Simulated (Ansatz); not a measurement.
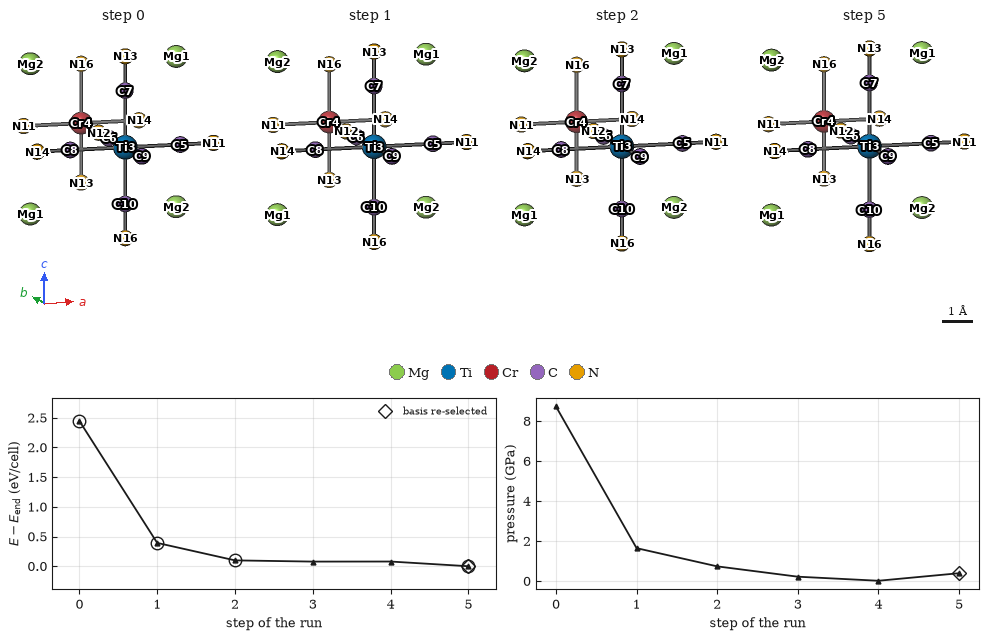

Frames of a relaxation of solid Mg2TiCrC6N6 (a generated structure, set up in Fm-3m) (coarse preliminary run), marked on the history of the run. The picture is a ball-and-stick view of the atoms within 4.2 Å of the atom that moves most (axes of the conventional cell (4 times the calculation's cell)), seen slightly off an axis. Lengths and directions refer to the drawn axes.

All numbers below come from DFT PBE, scalar-relativistic, plane waves, PAW (Ansatz 0.2.0). Settings: plane-wave cutoff 420 eV; k-point mesh 4 × 4 × 4; occupations gaussian; smearing width 0.1 eV; collinear spin; cell and atoms relaxed; force threshold 0.04 eV/Å; at most 70 steps.

Question: Describe the path.

Answer: The largest moves relative to the cell, 0.17 Å, are those of C5, C6, C7, C8, C9 and C10. C6 goes along +b. By element the largest moves are C 0.17 Å, N 0.14 Å. Mg and Cr and Ti stay in place. The drawn cell changes as follows: a = b = c 10.276 → 10.598 Å (+3.1 %); the volume changes by +9.7 %. Some distances before and after: Ti3–C10 1.938 → 2.167 Å, Cr4–N11 2.030 → 1.954 Å, C10–N16 1.170 → 1.178 Å. The space group stays Fm-3m (No. 225). The energy falls by 2.445 eV per cell of the calculation in 4 accepted moves (5 points after the start). Largest force component: 2.4 eV/Å at the start, 0.0091 eV/Å at the end. Pressure: 8.73 GPa at the start and 0.39 GPa at the end. The SCF was repeated once at an unchanged geometry on a basis and grid sized afresh for the cell, which shifted the energy by 79.1 meV per cell of the calculation at most. The program noted that the starting moments weren't kept. From step 0 to 1: C atoms move most (0.10 Å), volume +5.6 %, energy −2.053 eV per cell of the calculation. From step 1 to 2: C atoms move most (0.05 Å), volume +1.9 %, energy −0.294 eV per cell of the calculation. From step 2 to 5: C atoms move most (0.02 Å), volume +1.9 %, energy −98.6 meV per cell of the calculation.
